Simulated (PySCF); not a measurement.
# BNH2 (SMILES B[N]): UM06-2X/STO-3G

Aim: the vertical triplet–singlet gap of BNH2 at UM06-2X/STO-3G, from 2 runs. 

The calculation is run with PySCF 2.14.0.

11 further runs of the same task are left out: 4 that didn't finish, 7 set aside as unsound or not needed.

## 1. The molecule

BNH2: 4 atoms, total charge 0, spin state triplet. SMILES: `B[N]`. The coordinates come from a GFN2-xTB relaxation.

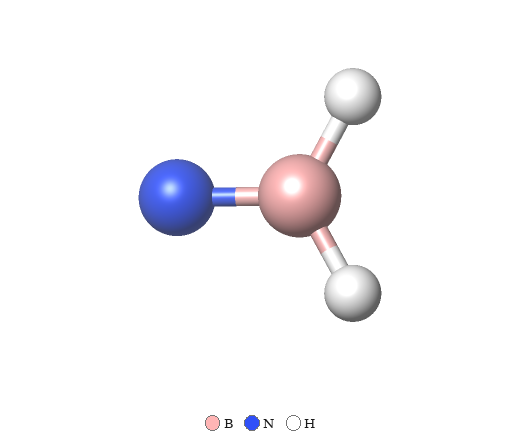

The structure, seen from a chosen angle (boron pink, nitrogen blue, hydrogen white).

## 2. The energy at UM06-2X/STO-3G

Input file calc.py:

```python
# B[N]
from pyscf import gto, dft

system = gto.M(
    atom=[
    ('B', (-0.035750, 0.006580, -0.023930)),
    ('N', (1.041780, -0.191660, 0.697680)),
    ('H', (-1.056920, -0.473990, 0.334600)),
    ('H', (0.050890, 0.659060, -1.008340)),
],
    verbose=3,
    spin=2,
    max_memory=1860,
    basis='sto-3g',
)

mf = dft.UKS(system, xc='m06-2x')
mf.conv_tol = 1e-10
mf.grids.level = 5
mf.kernel()
if not mf.converged:
    mf = mf.newton().run(mf.mo_coeff, mf.mo_occ)

e_final = mf.e_tot
print('Final energy', e_final)
```

Run with:

```
$ OMP_NUM_THREADS=1 python calc.py
```

Standard output:

```text
WARN: HOMO -0.155800267806928 >= LUMO -0.267018504948159

converged SCF energy = -79.6118916567795  <S^2> = 2.0016029  2S+1 = 3.0010684
Final energy -79.61189165677948
```

It took 4.5 s on 1 thread of Arm Neoverse V1, shared host; peak memory 0.18 GiB.

## 3. The singlet at the same level

Input file run.py:

```python
from pyscf import gto, dft

molecule = gto.M(
    atom='''
B   -0.035750   0.006580  -0.023930
N    1.041780  -0.191660   0.697680
H   -1.056920  -0.473990   0.334600
H    0.050890   0.659060  -1.008340
''',
    max_memory=1860,
    basis='sto-3g',
    verbose=3,
    charge=0,
)

myscf = dft.RKS(molecule)
myscf.xc = 'm06-2x'
myscf.grids.level = 5
myscf.conv_tol = 1e-10
myscf.kernel()
if not myscf.converged:
    myscf = myscf.newton().run(myscf.mo_coeff, myscf.mo_occ)

energy = myscf.e_tot
print('Final energy', energy)
```

Run with:

```
$ OMP_NUM_THREADS=1 python run.py
```

Standard output:

```text
converged SCF energy = -79.6393960088183
Final energy -79.63939600881832
```

It took 2.3 s on 1 thread of Arm Neoverse V1, shared host; peak memory 0.17 GiB.

## 4. Results

At UM06-2X/STO-3G:

| quantity | value |
| --- | --- |
| triplet: total energy | -79.61189 Eh |
| triplet: dipole moment | 0.66 D |
| triplet: HOMO energy (highest over α and β) | -7.37 eV |
| triplet: LUMO energy (lowest over α and β) | -1.38 eV |
| triplet: ⟨S²⟩ | 2.002 |
| singlet: total energy | -79.63940 Eh |
| singlet: dipole moment | 0.83 D |
| singlet: HOMO energy | -8.50 eV |
| singlet: LUMO energy | -0.70 eV |
| singlet: HOMO–LUMO gap | 7.79 eV |
| vertical energy of the singlet above the triplet | -0.748 eV |

What this shows: At this shape the singlet lies 0.75 eV (72.2 kJ/mol) below the triplet. In a minimal basis such a difference can be off by several eV, whatever the method. Mulliken charges (triplet) run from -0.14 on N2 to +0.19 on B1; they depend strongly on the basis. Mulliken charges (singlet) run from -0.09 on N2 to +0.03 on B1.
